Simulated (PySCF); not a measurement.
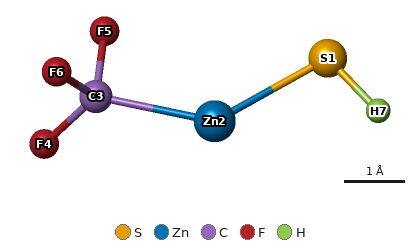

*The structure as given in the input (ball-and-stick view, seen at a tilt; atoms are numbered from 1 in the order of the input). Sticks mark near contacts.*

**Geometry relaxation of CHF3SZn**

System: CHF3SZn, SMILES F[C](F)(F)[Zn][SH].
Method: PBE0-D3(BJ)/def2-SVP geometry optimisation, gas phase (PySCF 2.14.0).

### The program's output
```
step   0  E = -2514.48325890  max force = 0.030655
step   1  E = -2514.49110310  max force = 0.012466
step   2  E = -2514.49488866  max force = 0.008481
step   3  E = -2514.49964747  max force = 0.009564
step   4  E = -2514.50139961  max force = 0.005856
step   5  E = -2514.50188155  max force = 0.002123
step   6  E = -2514.50189800  max force = 0.000727
step   7  E = -2514.50190091  max force = 0.000275
optimisation converged
```

### Trajectory as extended XYZ (Å, eV, eV/Å), 8 frames, from step=0 to step=7
```
7
Properties=species:S:1:pos:R:3:forces:R:3 step=0 energy=-68422.57460
S    -1.4982   -2.0056    0.9183    0.7037   0.7669  -0.1681
Zn   -0.6085   -0.4621   -0.4587    0.3616  -0.0483   0.9109
C     0.8333    1.0068   -0.2886    1.2622   0.1854  -0.1239
F     1.9599    1.0529   -1.0886   -1.5763  -0.1183   0.6031
F     1.3093    0.6123    0.9342   -0.2556   0.1586  -0.3744
F     0.4262    2.2818   -0.1302    0.0755  -0.6367  -0.2799
H    -2.3913   -2.5201    0.0907   -0.5711  -0.3076  -0.5676
7
Properties=species:S:1:pos:R:3:forces:R:3 step=1 energy=-68422.78805
S    -1.5376   -2.0493    0.9117    0.2465   0.3579  -0.2849
Zn   -0.5592   -0.4741   -0.3156    0.2039  -0.0393   0.6410
C     0.8486    1.0063   -0.2609    0.2620  -0.2010  -0.0368
F     1.8759    1.0078   -1.1333   -0.4801  -0.0419   0.1231
F     1.3996    0.7072    0.9499   -0.0466   0.1369  -0.1087
F     0.4134    2.2699   -0.1727   -0.0309  -0.1642  -0.1086
H    -2.4101   -2.5018   -0.0019   -0.1548  -0.0484  -0.2251
7
Properties=species:S:1:pos:R:3:forces:R:3 step=2 energy=-68422.89106
S    -1.5515   -2.0696    0.8970   -0.0591   0.0408  -0.2658
Zn   -0.5189   -0.4842   -0.2063    0.1044  -0.0657   0.4361
C     0.8522    0.9873   -0.2274   -0.1138  -0.2049  -0.1227
F     1.8069    0.9667   -1.1651    0.0332  -0.1045   0.0569
F     1.4638    0.7731    0.9689    0.0823   0.2129  -0.1758
F     0.3787    2.2370   -0.2040   -0.0574   0.0957   0.0969
H    -2.4006   -2.4443   -0.0858    0.0104   0.0257  -0.0256
7
Properties=species:S:1:pos:R:3:forces:R:3 step=3 energy=-68423.02055
S    -1.6110   -2.1396    0.8445   -0.4918  -0.4665  -0.0850
Zn   -0.4339   -0.5317    0.0786    0.1142   0.1225   0.0529
C     0.8500    0.9483   -0.1608   -0.1006   0.1202   0.2796
F     1.6668    0.8384   -1.2031    0.3705  -0.0628  -0.4377
F     1.6300    0.9757    0.9418    0.1487  -0.0136   0.0788
F     0.2899    2.1613   -0.2419   -0.1777   0.2575  -0.0686
H    -2.3613   -2.2862   -0.2820    0.1366   0.0428   0.1800
7
Properties=species:S:1:pos:R:3:forces:R:3 step=4 energy=-68423.06823
S    -1.6651   -2.1919    0.8108   -0.3011  -0.2922  -0.0476
Zn   -0.3896   -0.5633    0.2373    0.1197   0.1332  -0.0023
C     0.8626    0.9391   -0.1195   -0.1356   0.0630   0.1798
F     1.5978    0.7724   -1.2231    0.2512  -0.0581  -0.1639
F     1.7232    1.0855    0.9114   -0.0099   0.0612  -0.1646
F     0.2341    2.1184   -0.2674    0.0027   0.0792   0.0813
H    -2.3324   -2.1941   -0.3723    0.0731   0.0137   0.1173
7
Properties=species:S:1:pos:R:3:forces:R:3 step=5 energy=-68423.08135
S    -1.6969   -2.2299    0.7923   -0.0346  -0.0391   0.0010
Zn   -0.3661   -0.5824    0.3196    0.0082   0.0184  -0.0274
C     0.8657    0.9358   -0.1037    0.0276   0.1092   0.0866
F     1.5728    0.7362   -1.2280    0.0074  -0.0312  -0.0627
F     1.7647    1.1514    0.8749   -0.0050  -0.0440   0.0007
F     0.2094    2.0991   -0.2703   -0.0191  -0.0196  -0.0223
H    -2.3190   -2.1443   -0.4077    0.0155   0.0063   0.0242
7
Properties=species:S:1:pos:R:3:forces:R:3 step=6 energy=-68423.08180
S    -1.6984   -2.2295    0.7981    0.0083  -0.0027   0.0101
Zn   -0.3684   -0.5798    0.3145   -0.0052  -0.0011  -0.0073
C     0.8672    0.9388   -0.1055   -0.0165   0.0123   0.0374
F     1.5736    0.7357   -1.2312   -0.0017   0.0000  -0.0114
F     1.7658    1.1460    0.8748   -0.0123   0.0031  -0.0278
F     0.2121    2.1024   -0.2731    0.0297  -0.0157   0.0013
H    -2.3214   -2.1475   -0.4004   -0.0023   0.0041  -0.0024
7
Properties=species:S:1:pos:R:3:forces:R:3 step=7 energy=-68423.08187
S    -1.6990   -2.2282    0.8034    0.0140   0.0048   0.0051
Zn   -0.3693   -0.5791    0.3148   -0.0070  -0.0009   0.0003
C     0.8672    0.9388   -0.1069   -0.0141   0.0028   0.0074
F     1.5710    0.7330   -1.2343    0.0001  -0.0072  -0.0053
F     1.7677    1.1453    0.8709   -0.0001   0.0016  -0.0118
F     0.2153    2.1034   -0.2757    0.0116  -0.0030   0.0067
H    -2.3223   -2.1471   -0.3950   -0.0045   0.0018  -0.0024
```

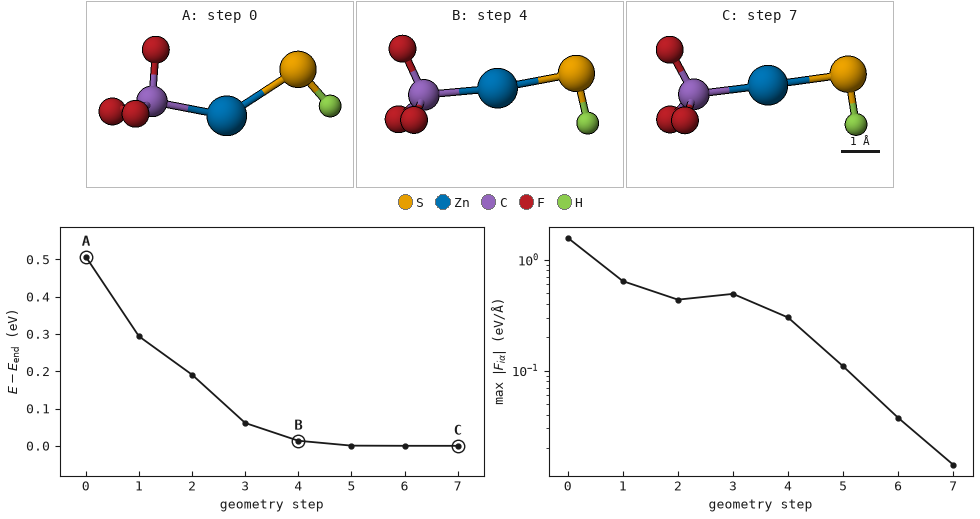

*Frames of the relaxation (ball-and-stick view, seen at a tilt) above the curves, on which the letters mark them (steps are counted from 0).*

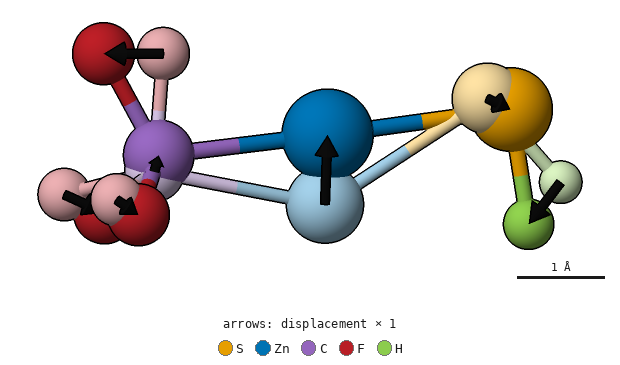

*Start (faint) and end (solid) with the displacements as black arrows, at true length (ball-and-stick view, seen at a tilt). The two geometries are laid on each other by the best rigid fit.*

The atom that moves furthest after the best rigid fit is Zn2 (0.82 Å). By element the largest moves are Zn 0.82 Å, F 0.71 Å, H 0.61 Å, S 0.32 Å, C 0.20 Å. Among the contacts that change: S1–Zn2 2.252 → 2.174 Å, Zn2–C3 2.065 → 2.003 Å, C3–F4 1.383 → 1.345 Å, S1–H7 1.322 → 1.353 Å. Among the angles that change: S1–Zn2–C3 135.5° → 179.1°, Zn2–C3–F5 96.4° → 112.1°, Zn2–C3–F4 123.0° → 112.6°. Over 7 geometry steps the energy falls by 0.507 eV. Largest force component: 1.6 eV/Å at the start, 0.014 eV/Å at the end. (Atoms are counted from 1 in the order of the input.)

The run was set up as follows.

### Input file
```
{"job": {"xc": "PBE0", "basis": "def2-SVP", "d3": "d3bj", "grid": 2, "kind": "geom", "shake": 0.01}, "charge": 0, "multiplicity": 1}
S     -1.498237    -2.005605     0.918246
Zn    -0.608535    -0.462051    -0.458722
C      0.833315     1.006806    -0.288561
F      1.959923     1.052902    -1.088564
F      1.309311     0.612279     0.934220
F      0.426185     2.281808    -0.130219
H     -2.391343    -2.520142     0.090752
```

The first line tells a small driver script what to run in PySCF; the rest is the geometry in Å.

Launch command:
```bash
OMP_NUM_THREADS=1 python <driver script> task.json out
```

### Key numbers

```tsv
quantity	value
outcome	converged
total energy	−2514.501901 hartree
dipole moment	1.35 D
point group	C1
hardware	1 CPU thread, shared host
wall time	57 s
peak memory	0.54 GiB
```
